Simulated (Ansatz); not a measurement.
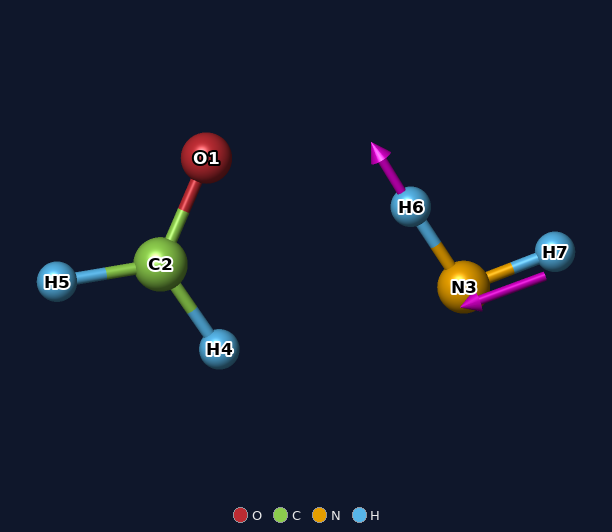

The arrows show one normal mode. Charge 0, doublet. Harmonic vibrations computed with UKS PBE0-D4/def2-TZVP (Ansatz 0.2.0) at a stationary point of the same level.

Q: What kind of motion is it?

A: Mostly out-of-phase stretching of 2 N–H bonds.

Q: At what wavenumber does it lie?

A: 3480 cm⁻¹; it is mode 15 of 15 counted from the lowest.
